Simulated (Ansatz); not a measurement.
# (SiC)1(AlN)3 [001] superlattice, started as zinc blende: phonons and vibrational spectra, part 2 of 2

Wanted: vibrations and spectra of (SiC)1(AlN)3 [001] superlattice, started as zinc blende; the cell is already relaxed.

Ansatz 0.2.0; DFT PBEsol, scalar-relativistic, plane waves, PAW.

So far: Starting point; Linear response at the zone centre.

The structure was built from a prototype and need not be the compound's stable phase.

## (2) Linear response at the zone centre (continued)

Transverse modes. Infrared lines, with heights relative to the strongest:

```tsv
position (cm⁻¹)	relative intensity
229	0.0
230	0.7
254	0.0
257	0.0
331	0.8
332	0.1
343	0.0
357	0.1
519	44
578	6.4
601	47
611	8.5
659	100
668	26
687	3.8
696	35
702	40
721	10
821	0.0
877	3.2
888	47
```

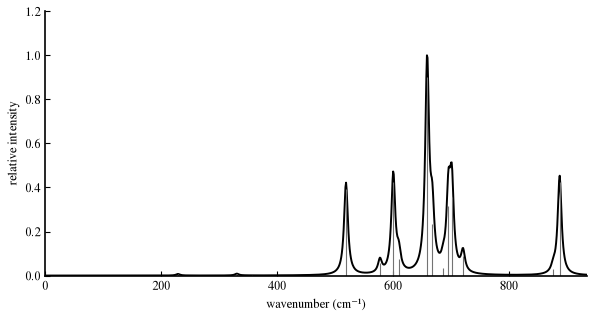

The infrared spectrum, broadened with Lorentzians of width 8 cm⁻¹; bars mark the lines.

Activity x (w_L - w)^4 (n + 1)/w, 532 nm, 300 K; the tensors are static ones, while 532 nm light lies above the computed direct gap, where resonance would change the heights; modes without the macroscopic field alone. Lines of the Raman spectrum (strongest = 100):

```tsv
position (cm⁻¹)	relative intensity
229	20
230	30
254	7.1
257	0.1
331	0.0
332	12
343	7.7
357	33
519	63
578	66
601	61
611	4.7
659	37
668	10
687	23
696	39
702	20
721	23
821	86
877	100
888	4.5
```

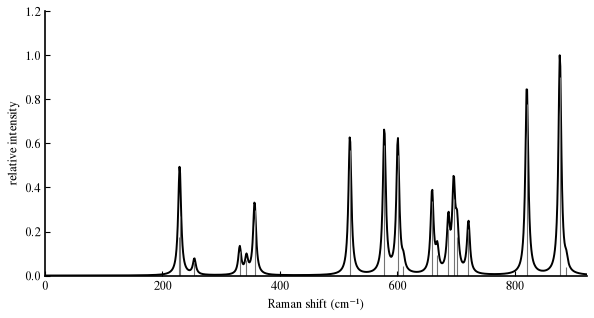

The Raman spectrum, broadened with Lorentzians of width 6 cm⁻¹; bars mark the lines.

Static second-order susceptibility (pm/V), twice the coefficient d of second-harmonic generation. Second order susceptibility, by row:

```tsv
field along	xx	yy	zz	yz	xz	xy
x	0	0	0	4.04	5.99	0
y	0	0	0	5.99	4.04	0
z	5.99	5.99	0.79	0	0	4.04
```

Before it was imposed, the acoustic sum rule was missed by 2.2e-4 eV/Å² and the charge sum rule by 0.0037 e. Small misses are needed for a sound result but don't prove that mesh and cutoff are converged. The lowest optical mode is real, 229 cm⁻¹.

The log warns of the k mesh: “the force constants stand on the 8×8×4 k-mesh, whose period is 13.60 times the interband length at k = (0.0000, 0.0000, 0.0000), direct gap 1.341 eV, under 14: take them and everything formed from them as unconverged”.

## (3) Isotope substitution, element C, natural mass 12.011 amu

An isotope changes the mass and not the force constants, so no new electronic calculation is needed; the shifts show which modes move this element.

The same force constants with the mass of C changed from 12.011 to 13.003 u (phonopy, no LO-TO term). Both lists are sorted by frequency; levels can cross, so a row need not hold one and the same mode. Modes under 3 cm⁻¹ are left out. Isotope shifts, by row:

```tsv
q	rank	natural mass (cm⁻¹)	changed mass (cm⁻¹)
0 0 0	4	229.2	228.5
0 0 0	5	229.6	229.1
0 0 0	6	254.5	254.1
0 0 0	7	257	256.6
0 0 0	8	331	330.1
0 0 0	9	331.8	330.8
0 0 0	10	343.3	341.6
0 0 0	11	357.1	357.1
0 0 0	12	519.4	519.3
0 0 0	13	578	577.9
0 0 0	14	601	601
0 0 0	15	610.6	610.6
0 0 0	16	659.4	659
0 0 0	17	668.3	668.1
0 0 0	18	687.1	675
0 0 0	19	696.2	693.3
0 0 0	20	702	696.2
0 0 0	21	721.3	716.2
0 0 0	22	820.7	820
0 0 0	23	877	857.3
0 0 0	24	888	862.9
```

A mode of this element alone would shift by -3.89 %. The highest zone-centre frequency without the field goes from 888.0 to 862.9 cm⁻¹ (-2.8 %). The product of the frequency ratios over all optical modes at Γ is 0.896; the product rule, (m/m′)^(3k/2) (M′/M)^(3/2) with k = 1 such atoms and M the mass of the cell, gives 0.896.

## (4) Isotope substitution, element N, natural mass 14.007 amu

The same for N, from 14.01 to 15.00 u.

A mode of this element alone would shift by -3.37 %. The highest zone-centre frequency without the field goes from 888.0 to 888.0 cm⁻¹ (-0.0 %). The product of the frequency ratios over all optical modes at Γ is 0.755; the product rule, (m/m′)^(3k/2) (M′/M)^(3/2) with k = 3 such atoms and M the mass of the cell, gives 0.755.

## (5) Another isotope, element Si, natural mass 28.085 amu

The same for Si, from 28.09 to 29.97 u.

The same force constants with the mass of Si changed from 28.085 to 29.974 u (phonopy, no LO-TO term). Both lists are sorted by frequency; levels can cross, so a row need not hold one and the same mode. Modes under 3 cm⁻¹ are left out. Isotope shifts, by row:

```tsv
q	rank	natural mass (cm⁻¹)	changed mass (cm⁻¹)
0 0 0	4	229.2	226.8
0 0 0	5	229.6	227.2
0 0 0	6	254.5	253.9
0 0 0	7	257	256.4
0 0 0	8	331	328.5
0 0 0	9	331.8	329.4
0 0 0	10	343.3	340.2
0 0 0	11	357.1	356.4
0 0 0	12	519.4	516.9
0 0 0	13	578	574.6
0 0 0	14	601	601
0 0 0	15	610.6	610.6
0 0 0	16	659.4	657.4
0 0 0	17	668.3	668
0 0 0	18	687.1	687
0 0 0	19	696.2	696.2
0 0 0	20	702	701.9
0 0 0	21	721.3	721.3
0 0 0	22	820.7	819.2
0 0 0	23	877	872.7
0 0 0	24	888	880.7
```

A mode of this element alone would shift by -3.20 %. The highest zone-centre frequency without the field goes from 888.0 to 880.7 cm⁻¹ (-0.8 %). The product of the frequency ratios over all optical modes at Γ is 0.923; the product rule, (m/m′)^(3k/2) (M′/M)^(3/2) with k = 1 such atoms and M the mass of the cell, gives 0.923.

## (6) Summary of results

```yaml
space_group_within_0p01_a: Pmm2
volume_per_atom: 10.5 Å³
gap_on_the_k_mesh: 0.741 eV
highest_optical_mode_at_the_zone_centre_no_lo_to_term: 888 cm⁻¹
top_of_the_zone_centre_spectrum_with_the_field: 968 cm⁻¹
lowest_optical_zone_centre_mode: 229 cm⁻¹
mean_high_frequency_dielectric_constant: 5.32
mean_static_dielectric_constant: 9.78
largest_born_charge_third_of_the_trace: 2.92 e
imaginary_modes_at_gamma_the_only_wavevector_solved: none
```

The structure is stable against zone-centre distortions, since no mode there is imaginary; runs at other wavevectors are not part of this account. Without the field, the optical modes at Γ span 229 to 888 cm⁻¹. The dispersion is not part of this account. The highest mode in this list at Γ, 888.0 cm⁻¹, is mostly motion of C (73 % of the kinetic energy). With the macroscopic field of the longitudinal modes the top of the zone-centre spectrum lies at 968 cm⁻¹, against 888 cm⁻¹ without it. Lattice motion raises the mean dielectric constant from 5.318 to 9.782. The strongest infrared line is at 659 cm⁻¹. Averaged over orientations, the strongest Raman line at 532 nm and 300 K is at 877 cm⁻¹, among the modes without the field; their longitudinal partners can be Raman active too. The tensors are the static, non-resonant ones, while 532 nm light (2.33 eV) lies above the computed gap. With the field response the log warns that the k mesh is coarse for the force constants too, so the frequencies may not be converged. The starting cell was built on a prototype and not taken from a measurement, so the phase need not exist. These are harmonic frequencies at zero temperature: anharmonic shifts, linewidths and thermal expansion are left out.

[Logs are printed without paths, hosts, clocks, repeated set-up lines and the standing remarks that a program may print on its own settings, such as how far it seeks lower states.]

[Hosts, paths, dates, database ids (printed as entryN), source tags and the programs' standing remarks are cut or masked in the printed files.]
